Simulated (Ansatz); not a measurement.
# BSiH₃ (triplet): correlated methods under varied settings at distance B1–H4 along a hydrogen transfer = 1.383 Å

Aim: run BSiH₃ (triplet) at one geometry under a spread of methods and options, and see what each costs and gives.

Program: Ansatz 0.2.0, Gaussian basis. Level of theory: the settings change from run to run. These are calculated values, not measurements.

12 further runs of the same task are left out: 4 for a known fault of the program, 6 that didn't finish, 2 set aside as unsound or not needed.

### Step 1. What is computed

The geometry derives from fragments relaxed apart (PBE0/def2-TZVP) and kept rigid, so it is no stationary point. A hydrogen atom is moved between rigid fragments.

5 atoms, charge 0, spin multiplicity 3.

Atoms are counted from 1 here; the program's logs count them from 0.

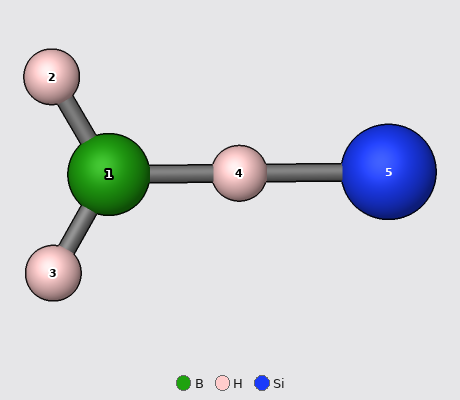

The geometry (boron green, hydrogen pink, silicon blue); atoms are numbered from 1 in the order of the file.

### Step 2. CASSCF(4,6)/cc-pVDZ

The input, in.yaml:

```yaml
crystal:
  periodic: [false, false, false]
  atoms:
    - {symbol: B, position_ang: [-1.991028, 0.000000, 0.000000]}
    - {symbol: H, position_ang: [-2.587762, 1.033571, 0.000000]}
    - {symbol: H, position_ang: [-2.587762, -1.033571, 0.000000]}
    - {symbol: H, position_ang: [-0.608028, 0.000000, 0.000000]}
    - {symbol: Si, position_ang: [0.973972, 0.000000, 0.000000]}
basis:
  gaussian: {orbitals: cc-pVDZ}
magnetization: {spin_polarized: false, initial_magnetization: 2}
correlation: {active_space: {window: {electrons: 4, orbitals: 6}}}
```

The run is started by

```console
$ ansatz run in.yaml --threads 1 --pin off --events-out ev --progress --plain --max-ram 2393MiB
```

What it wrote:

```text
Functional definition: HF
  name "HF"
  cite "Fock, Z. Phys. 61, 126 (1930) doi:10.1007/BF01340294"
  parent pbe
  exchange = exact_x
  correlation = 0
446 factors; integrals over basis functions are off by at most 1.2e-3 eV
mean field evaluation 1: about -8575.6919 eV, gradient 1.1e1 eV
mean field evaluation 2: about -8575.7135 eV, gradient 1.1e1 eV
mean field evaluation 4: about -8577.0578 eV, gradient 2.0e0 eV
mean field evaluation 8: about -8577.2129 eV, gradient 8.4e-2 eV
mean field evaluation 16: about -8573.5925 eV, gradient 1.7e1 eV
mean field evaluation 32: about -8577.2081 eV, gradient 1.1e0 eV
mean field evaluation 64: about -8575.5499 eV, gradient 1.1e-2 eV
mean field -8577.21304519 eV, -315.2067655668 hartree, gradient 3.4e-6 eV, S^2 2.000000; 7 other end points of the search recorded, 0 dependent functions left out
reference -8577.21304519 eV, -315.2067655668 hartree; 12, 10 occupied and 35, 37 virtual orbitals, 446 factors
state -8578.13244332 eV, -315.2405528248 hartree
the orbitals are reached from a further start. From the first start the search ends at -8578.00221168 eV, -315.2357669005 hartree
Total energy: -8578.13244332 eV, -315.2405528248 hartree
```

Wall time 1.5 s (1 thread of AMD EPYC 9R45, shared host).

From the report: 225 determinants; active occupations 1.95, 1.00, 1.00, 0.03, 0.01, 0.01.

### Step 3. BCCD on ROHF/cc-pVDZ

Changes to in.yaml since step 2:

```diff
@@ -11,2 +11,3 @@
 magnetization: {spin_polarized: false, initial_magnetization: 2}
-correlation: {active_space: {window: {electrons: 4, orbitals: 6}}}
+correlation: {method: bccd, electrons: outside_noble_gas, diis_vectors: 2}
+scf: {lower_state_search: off}
```

Same command.

What it wrote (excerpt; [...] marks lines left out):

```text
Functional definition: HF
  name "HF"
  cite "Fock, Z. Phys. 61, 126 (1930) doi:10.1007/BF01340294"
  parent pbe
[...]
446 factors; integrals over basis functions are off by at most 1.2e-3 eV
[...]
mean field -8577.21304519 eV, -315.2067655668 hartree, gradient 3.4e-6 eV, S^2 2.000000; 0 other end points of the search recorded, 0 dependent functions left out
6 core orbitals not correlated: weight in the atoms' cores, before any rotation towards them, 1.000 or more for the frozen orbitals, at most 0.000 for the correlated occupied ones
reference -8577.21304519 eV, -315.2067655668 hartree; 6, 4 occupied and 35, 37 virtual orbitals, 446 factors
second order -4.15932007 eV of doubles, -0.07119524 eV of singles
cycle   1  -5.06163132 eV  change   -8.3e-1 eV  update   7.8e-2
[...]
cycle  16  -5.35384202 eV  change   -7.4e-6 eV  update   1.1e-5
Total energy: -8582.56688721 eV, -315.4035156321 hartree
Checks for a lower state left out: stability, starts, cluster_reference, orbital_swaps, neighbouring_geometries, increment
```

Run time: 0.57 s. Hardware: 1 thread of AMD EPYC 9R45, shared host.

From the report: correlation -5.3538 eV; largest double amplitude 0.08.

### Step 4. MP2 on ROHF/6-31G*

Changes to in.yaml since step 3:

```diff
@@ -9,5 +9,6 @@
 basis:
-  gaussian: {orbitals: cc-pVDZ}
+  gaussian: {orbitals: "6-31G*"}
 magnetization: {spin_polarized: false, initial_magnetization: 2}
-correlation: {method: bccd, electrons: outside_noble_gas, diis_vectors: 2}
-scf: {lower_state_search: off}
+correlation: {method: mp2, electrons: outside_noble_gas}
+scf: {lower_state_search: full}
+output: {forces: true}
```

Launched as before.

What it wrote (excerpt; [...] marks lines left out):

```text
Functional definition: HF
  name "HF"
  cite "Fock, Z. Phys. 61, 126 (1930) doi:10.1007/BF01340294"
  parent pbe
[...]
400 factors; integrals over basis functions are off by at most 9.5e-4 eV
[...]
mean field -8576.67495741 eV, -315.1869912057 hartree, gradient 1.6e-6 eV, S^2 2.000000; 12 other end points of the search recorded, 0 dependent functions left out
[...]
6 core orbitals not correlated: weight in the atoms' cores, before any rotation towards them, 1.000 or more for the frozen orbitals, at most 0.000 for the correlated occupied ones
reference -8576.67495741 eV, -315.1869912057 hartree; 6, 4 occupied and 28, 30 virtual orbitals, 400 factors
second order -3.41804180 eV of doubles, -0.06577993 eV of singles
[...]
Total energy: -8580.15877915 eV, -315.3150192931 hartree
Atom 0 at    -1.991028     0.000000     0.000000 Å, force     1.442575    -0.000000     0.000000 eV/Å
Atom 1 at    -2.587762     1.033571     0.000000 Å, force     0.523731     0.052271    -0.000000 eV/Å
Atom 2 at    -2.587762    -1.033571     0.000000 Å, force     0.523731    -0.052271    -0.000000 eV/Å
Atom 3 at    -0.608028     0.000000     0.000000 Å, force    -4.281234     0.000000    -0.000000 eV/Å
Atom 4 at     0.973972     0.000000     0.000000 Å, force     1.791196    -0.000000     0.000000 eV/Å
Dipole moment:    -0.623199     0.000000    -0.000000 e Å
```

It took 0.48 s on 1 thread of AMD EPYC 9R45, shared host.

### Step 5. CCSD on UHF/STO-3G

Changes to in.yaml since step 4:

```diff
@@ -9,6 +9,4 @@
 basis:
-  gaussian: {orbitals: "6-31G*"}
-magnetization: {spin_polarized: false, initial_magnetization: 2}
-correlation: {method: mp2, electrons: outside_noble_gas}
-scf: {lower_state_search: full}
-output: {forces: true}
+  gaussian: {orbitals: STO-3G}
+magnetization: {spin_polarized: true, initial_magnetization: 2}
+correlation: {method: ccsd, electrons: all}
```

The command is unchanged.

What it wrote (excerpt; [...] marks lines left out):

```text
Functional definition: HF
  name "HF"
  cite "Fock, Z. Phys. 61, 126 (1930) doi:10.1007/BF01340294"
  parent pbe
[...]
196 factors; integrals over basis functions are off by at most 6.7e-5 eV
[...]
mean field -8475.90949026 eV, -311.4839285891 hartree, gradient 1.7e-6 eV, S^2 2.008291; 18 other end points of the search recorded, 0 dependent functions left out
determinant -8475.90949026 eV, -311.4839285891 hartree, with singles and doubles -8478.05832869 eV, -311.5628969451 hartree
determinant -8475.26490329 eV, -311.4602404551 hartree, with singles and doubles -8477.32982937 eV, -311.5361250887 hartree
determinant -8475.22668724 eV, -311.4588360409 hartree, with singles and doubles -8477.27976004 eV, -311.5342850747 hartree
determinant -8475.19596419 eV, -311.4577069899 hartree, with singles and doubles -8477.65111075 eV, -311.5479319617 hartree
determinant -8475.13698175 eV, -311.4555394251 hartree, with singles and doubles -8477.33809102 eV, -311.5364286988 hartree
determinant -8474.95263792 eV, -311.4487649145 hartree, with singles and doubles -8477.78406869 eV, -311.5528180759 hartree
determinant -8472.67137126 eV, -311.3649299110 hartree, with singles and doubles -8474.44926023 eV, -311.4302661253 hartree
determinant -8475.90949026 eV, -311.4839285891 hartree, with singles and doubles -8478.06713355 eV, -311.5632205175 hartree
determinant -8475.19596419 eV, -311.4577069899 hartree, with singles and doubles -8477.86583630 eV, -311.5558229803 hartree
determinant -8474.95263792 eV, -311.4487649145 hartree, with singles and doubles -8477.96531876 eV, -311.5594788932 hartree
reference -8475.90949026 eV, -311.4839285891 hartree; 12, 10 occupied and 5, 7 virtual orbitals, 196 factors
second order -1.44317812 eV of doubles, -0.00000000 eV of singles
cycle   1  -2.15764008 eV  change    3.2e-6 eV  update   4.1e-6
Total energy: -8478.06713034 eV, -311.5632203997 hartree
```

Run time: 0.69 s. Hardware: 1 thread of AMD EPYC 9R45, shared host.

From the report: ⟨S²⟩ of the determinant 2.008 (pure triplet: 2.00); correlation -2.1576 eV; T1 0.038; largest double amplitude 0.12.

### Step 6. HF/cc-pVDZ

Changes to in.yaml since step 5:

```diff
@@ -9,4 +9,6 @@
 basis:
-  gaussian: {orbitals: STO-3G}
-magnetization: {spin_polarized: true, initial_magnetization: 2}
-correlation: {method: ccsd, electrons: all}
+  gaussian: {orbitals: cc-pVDZ}
+magnetization: {spin_polarized: false, initial_magnetization: 2}
+hamiltonian: {xc: hf}
+scf: {lower_state_search: off}
+output: {orbitals: {seedname: orbitals}}
```

Launched as before.

What it wrote:

```text
Functional definition: HF
  name "HF"
  cite "Fock, Z. Phys. 61, 126 (1930) doi:10.1007/BF01340294"
  parent pbe
  exchange = exact_x
  correlation = 0
these checks for a lower state are left out or cut short: stability, starts, cluster_reference, orbital_swaps, neighbouring_geometries, increment
446 factors; integrals over basis functions are off by at most 1.2e-3 eV
mean field evaluation 1: about -8575.6919 eV, gradient 1.1e1 eV
mean field evaluation 2: about -8575.7135 eV, gradient 1.1e1 eV
mean field evaluation 4: about -8577.0578 eV, gradient 2.0e0 eV
mean field evaluation 8: about -8577.2129 eV, gradient 8.4e-2 eV
mean field -8577.21304519 eV, -315.2067655668 hartree, gradient 3.4e-6 eV, S^2 2.000000; 0 other end points of the search recorded, 0 dependent functions left out
reference -8577.21304519 eV, -315.2067655668 hartree; 12, 10 occupied and 35, 37 virtual orbitals, 446 factors
Total energy: -8577.21304519 eV, -315.2067655668 hartree
Checks for a lower state left out: stability, starts, cluster_reference, orbital_swaps, neighbouring_geometries, increment
```

It took 0.12 s on 1 thread of AMD EPYC 9R45, shared host.

### Step 7. BCCD(T) on UHF/cc-pVDZ

Changes to in.yaml since step 6:

```diff
@@ -10,5 +10,4 @@
   gaussian: {orbitals: cc-pVDZ}
-magnetization: {spin_polarized: false, initial_magnetization: 2}
-hamiltonian: {xc: hf}
+magnetization: {spin_polarized: true, initial_magnetization: 2}
+correlation: {method: bccd_t, electrons: outside_noble_gas}
 scf: {lower_state_search: off}
-output: {orbitals: {seedname: orbitals}}
```

Same command.

What it wrote (excerpt; [...] marks lines left out):

```text
Functional definition: HF
  name "HF"
  cite "Fock, Z. Phys. 61, 126 (1930) doi:10.1007/BF01340294"
  parent pbe
[...]
446 factors; integrals over basis functions are off by at most 1.2e-3 eV
[...]
mean field -8577.35448893 eV, -315.2119635285 hartree, gradient 2.1e-6 eV, S^2 2.032468; 0 other end points of the search recorded, 0 dependent functions left out
6 core orbitals not correlated: weight in the atoms' cores, before any rotation towards them, 1.000 or more for the frozen orbitals, at most 0.000 for the correlated occupied ones
reference -8577.35448893 eV, -315.2119635285 hartree; 6, 4 occupied and 35, 37 virtual orbitals, 446 factors
second order -4.06479519 eV of doubles, -0.00000000 eV of singles
cycle   1  -4.88310910 eV  change   -8.2e-1 eV  update   8.1e-2
[...]
cycle  14  -5.21250349 eV  change    5.1e-6 eV  update   7.5e-6
perturbative correction -0.16100284 eV, -0.0059167452 hartree
Total energy: -8582.72799526 eV, -315.4094362437 hartree
Checks for a lower state left out: stability, starts, cluster_reference, orbital_swaps, neighbouring_geometries, increment
```

Run time: 0.72 s. Hardware: 1 thread of AMD EPYC 9R45, shared host.

From the report: ⟨S²⟩ of the determinant 2.032 (pure triplet: 2.00); correlation -5.3735 eV; largest double amplitude 0.08.

### Step 8. BCCD/6-31G

Changes to in.yaml since step 7:

```diff
@@ -9,5 +9,6 @@
 basis:
-  gaussian: {orbitals: cc-pVDZ}
+  gaussian: {orbitals: 6-31G}
 magnetization: {spin_polarized: true, initial_magnetization: 2}
-correlation: {method: bccd_t, electrons: outside_noble_gas}
-scf: {lower_state_search: off}
+hamiltonian: {xc: {name: B3LYP}}
+correlation: {method: bccd, electrons: outside_noble_gas}
+accuracy: high
```

Launched as before.

What it wrote (excerpt; [...] marks lines left out):

```text
Functional definition: B3LYP
  name "B3LYP"
  cite "Stephens, Devlin, Chabalowski & Frisch, J. Phys. Chem. 98, 11623 (1994) doi:10.1021/j100096a001"
  cite "Becke, Phys. Rev. A 38, 3098 (1988) doi:10.1103/PhysRevA.38.3098"
  cite "Lee, Yang & Parr, Phys. Rev. B 37, 785 (1988) doi:10.1103/PhysRevB.37.785"
  cite "Vosko, Wilk & Nusair, Can. J. Phys. 58, 1200 (1980) doi:10.1139/p80-159"
[...]
631 factors; integrals over basis functions are off by at most 4.4e-9 eV
[...]
mean field -8597.79621919 eV, -315.9631832597 hartree, gradient 1.5e-8 eV, S^2 2.001867; 3 other end points of the search recorded, 0 dependent functions left out
6 core orbitals not correlated: weight in the atoms' cores, before any rotation towards them, 1.000 or more for the frozen orbitals, at most 0.000 for the correlated occupied ones
reference -8575.71104472 eV, -315.1515680678 hartree; 6, 4 occupied and 16, 18 virtual orbitals, 631 factors
second order -2.53771181 eV of doubles, -0.26569734 eV of singles
cycle   1  -3.12082369 eV  change   -3.3e-1 eV  update   7.8e-2
[...]
cycle  27  -3.35298073 eV  change   2.0e-11 eV  update   1.1e-9
Total energy: -8579.06402545 eV, -315.2747878369 hartree
```

Wall time 1.6 s (1 thread of AMD EPYC 9R45, shared host).

From the report: ⟨S²⟩ of the determinant 2.002 (pure triplet: 2.00); correlation -3.3530 eV; largest double amplitude 0.10.

### Step 9. The runs in one table

Where basis and cores are those of an earlier UCCSDT(Q)/cc-pVDZ run (-8582.7775 eV), and the state is the same kind, the miss against it is given.

```
                         level         correlated  functions  energy (eV)  from UCCSDT(Q) (meV)    time
           CASSCF(4,6)/cc-pVDZ                            47   -8578.1324                4645.0   1.5 s
          BCCD on ROHF/cc-pVDZ  outside noble gas         47   -8582.5669                 210.6  0.57 s
            MP2 on ROHF/6-31G*  outside noble gas         40   -8580.1588                        0.48 s
            CCSD on UHF/STO-3G                all         17   -8478.0671                        0.69 s
                    HF/cc-pVDZ                            47   -8577.2130                5564.4  0.12 s
        BCCD(T) on UHF/cc-pVDZ  outside noble gas         47   -8582.7280                  49.5  0.72 s
BCCD/6-31G (on B3LYP orbitals)  outside noble gas         28   -8579.0640                         1.6 s
```

### Step 10. What came out

| quantity | value |
| --- | --- |
| runs | 7 |
| quickest | HF/cc-pVDZ, 0.12 s |
| slowest | BCCD/6-31G (on B3LYP orbitals), 1.6 s |

In words: Total energies in different bases, with other cores or another treatment of relativity can't be set against each other. BCCD/6-31G (on B3LYP orbitals) took 14 times as long as HF/cc-pVDZ; the jobs differ in more than the method. Among the correlated runs with a miss given, it spans +49 to +211 meV. Hartree-Fock, CASSCF and CASCI lack dynamic correlation by design.
